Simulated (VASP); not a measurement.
Band structure of CeO$_{2}$ (fluorite). Method: modified Becke-Johnson potential (mBJ), VASP's PBE PAW potentials (set 64) (plane waves; VASP 6.6.1).

mBJ is a potential without an energy functional, so only the levels count.

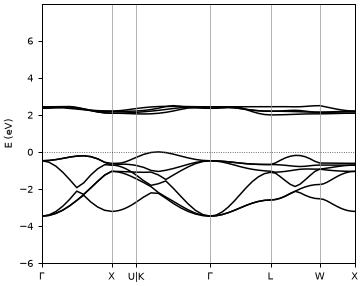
Bands along high-symmetry lines, zero at the valence-band maximum or, without a gap, the Fermi level

Q: Read the plot: is there a gap, and where are the band edges?

A: The gap is indirect, 2.00 eV, from the valence maximum at K-Γ at 0.30 to the conduction minimum at L.

The compound is CeO2 in the fluorite structure. It was relaxed first. The cell's shape comes from a PBE relaxation. The run is not spin-polarised, so no magnetic state was tried.
